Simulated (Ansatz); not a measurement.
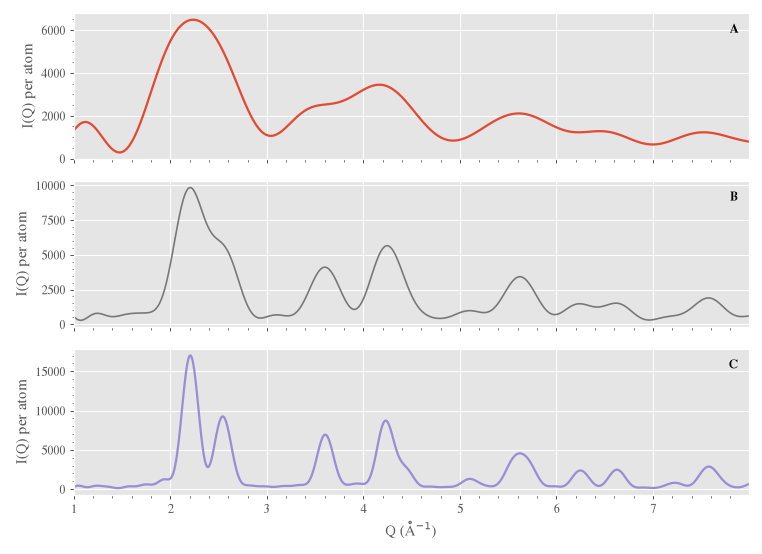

X-ray scattering of spheres cut from the crystal structure of Yb (Fm-3m, a = 4.924 Å, b = 4.924 Å, c = 4.924 Å, α = 90.00°, β = 90.00°, γ = 90.00°), calculated atom by atom with the Debye equation (B = 0.5 Å², no relaxation of the surface). It is based on the input geometry of an electronic-structure calculation (not necessarily at equilibrium).

**The spheres are 10, 20 and 36 Å across. Which curve is which?**

curve A: 10 Å (19 atoms); curve B: 20 Å (141 atoms); curve C: 36 Å (791 atoms). Peak widths go roughly as 2π/D, so the largest sphere has the sharpest peaks.

**Index the main peaks of the largest sphere.**

Q ≈ 2.21 Å⁻¹: 111; Q ≈ 2.54 Å⁻¹: 200; Q ≈ 3.61 Å⁻¹: 220; Q ≈ 4.23 Å⁻¹: 311; Q ≈ 5.10 Å⁻¹: 400; Q ≈ 5.62 Å⁻¹: 331 + 420.
